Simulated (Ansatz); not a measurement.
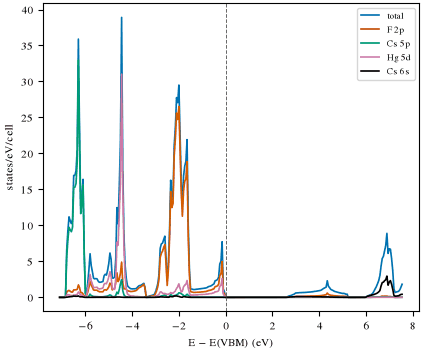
Figure. Total and projected density of states of Cs2HgF4 in space group I4/mmm (No. 139; Cs on 4e, Hg on 2a, F on 4e, F on 4c), the program Ansatz at the r²SCAN level (PAW)

Question: Which orbitals carry the states next to the gap?

Answer: Top 1 eV of the valence band: F 2p 64 %, Hg 5d 33 %. Bottom 1 eV of the conduction band: Hg 6s 50 %, F 2p 20 %, Cs 6s 17 %, F 2s 7 %. Projections are on Löwdin-orthogonalised atomic valence shells; empty p or d shells of many metals are not among them.

Question: Where is the tallest occupied peak in this window, and what makes it?

Answer: Near -4.4 eV, about 39 states/eV per cell; the largest projected share is Hg 5d.

The first step of the workflow began from a Materials Project structure, measured or hypothetical; the Crystallography Open Database copy checked does not list it. Its standing as an ambient phase is unchecked. The r²SCAN relaxation kept the symmetry of its start; its stability against distortions is not shown here. Spin–orbit coupling is left out wherever it is not named.

Potentials: the later of the program's two PAW sets.
